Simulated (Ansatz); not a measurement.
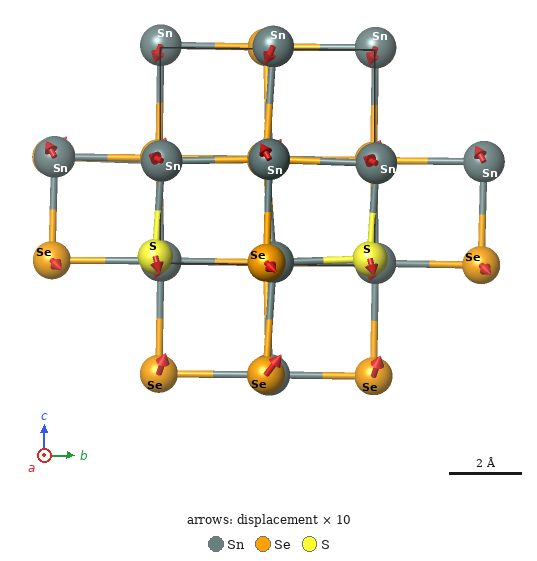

This is a relaxation of crystalline Sn4Se3S (a generated structure, set up in Cm). The starting structure is drawn; red arrows show the displacements (the part carried along by the change of the cell is left out), magnified 10 times.

The picture is a ball-and-stick view of the cell of the calculation, seen along the a axis.

Theory: DFT PBE, scalar-relativistic, plane waves, PAW; settings changed (Ansatz 0.2.0).

The input:
```yaml
crystal:
  lattice:
    - [4.279450391, -4.205229892, -0.0014733208]
    - [4.279450391, 4.205229892, -0.0014733208]
    - [-0.0952996632, 0.0, 6.0253119735]
  atoms:
    - { symbol: Sn, position: [0.5079449564, 0.5079449564, 0.4881064205] }
    - { symbol: Sn, position: [0.0028087577, 0.5264029209, 0.0113386993] }
    - { symbol: Sn, position: [0.006852667, 0.006852667, 0.4749907538] }
    - { symbol: Sn, position: [0.5264029209, 0.0028087577, 0.0113386993] }
    - { symbol: Se, position: [0.4921183075, 0.993435302, 0.4876033304] }
    - { symbol: Se, position: [0.4950203181, 0.4950203181, 0.0083066725] }
    - { symbol: Se, position: [0.993435302, 0.4921183075, 0.4876033304] }
    - { symbol: S, position: [0.9770010706, 0.9770010706, 0.0313437651] }
basis:
  ecutwfc: 420
kpoints:
  mp_grid: { grid: [6, 6, 6] }
hamiltonian:
  xc: pbe
scf:
  occupations: { method: gaussian, width: 0.02 }
  mixing: { algorithm: broyden, beta: 0.7 }
output:
  forces: true
  eigenvalues: true
  stress: true
relax:
  adjacent_minimum: "off"
  f_tol: 0.01
  max_steps: 30
  cell: { stress_tol: 0.1, fix: [volume] }
accuracy: high
```

Launched with:
```bash
ansatz run input.yaml --threads 4 --pin off --max-ram 8192MiB --backend cpu --events-out ev --progress --plain --runs-dir out
```

What did the optimiser do to the structure, and how much energy did it gain?

Answer. After 3 accepted moves (4 points after the start) the energy has fallen by 1.9 meV per atom. Largest force component: 0.12 eV/Å at the start, 0.0079 eV/Å at the end. Pressure: 1.53 GPa at the start and 0.89 GPa at the end. The SCF was repeated once at an unchanged geometry on a basis and grid sized afresh for the cell, which shifted the energy by less than 0.05 meV per atom at most. The largest moves relative to the cell, 0.075 Å, are those of Se5 and Se7. Se5 goes along [2 1 3]. By element the largest moves are Se 0.075 Å, Sn 0.059 Å, S 0.052 Å. The drawn cell changes at constant volume: a = b 6.000 → 6.006 Å (+0.1 %), c 6.026 → 6.014 Å (−0.2 %), γ 89.0° → 89.4°. Near-neighbour distances that change, for instance: Sn2–Se7 3.160 → 3.042 Å, Sn2–Se7 (another image) 2.881 → 2.979 Å, Sn3–Se5 2.911 → 2.997 Å, Sn1–Se6 3.138 → 3.057 Å. Bond angles that change, for instance: Se5–Sn1–Se7 85.5° → 88.4°, Sn4–Se5–Sn4 171.9° → 174.7°, Se5–Sn4–Se5 171.9° → 174.7°. The space group stays Cm (No. 8).
